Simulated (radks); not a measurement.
The antimony ion Sb²⁺ in the configuration [Kr] 4d10 5s2 5p1 (high spin). Method: scalar-relativistic Kohn-Sham, PBE, spin-polarised, spherical densities, finite nucleus; computed with the in-house radial solver radks.

```
Z 51
configuration [Kr] 4d10 5s2 5p1 6s0 4f0 5d0
relativity scalar-relativistic
functional pbe,pbe
spin polarised
nucleus finite rms 4.6802 fm
c 137.035999084
```

Wanted: the number of electrons inside radius r (solid) and the radial density 4πr²ρ (dashed).

The count levels off at 49 electrons. Half of them lie within 0.386 bohr, 90 % within 1.37 bohr and 99 % within 2.97 bohr. The radial density has minima at 0.0391, 0.168 and 0.548 bohr, where the count stands at 2.0, 11.1 and 29.0; these part the shells that the density resolves.

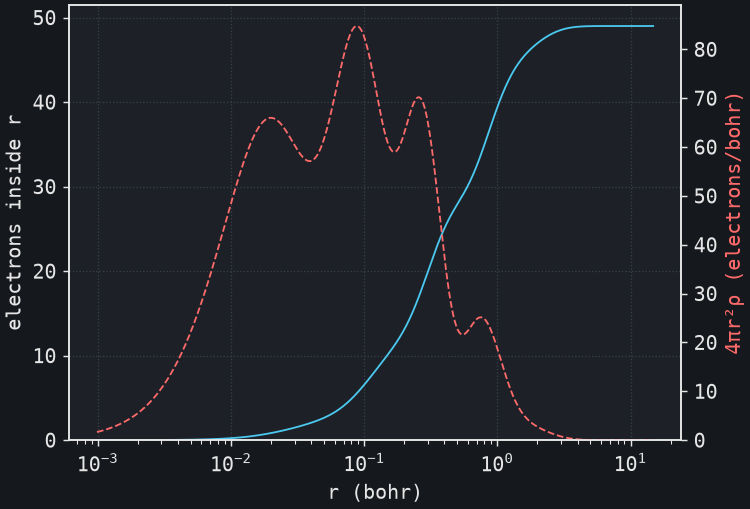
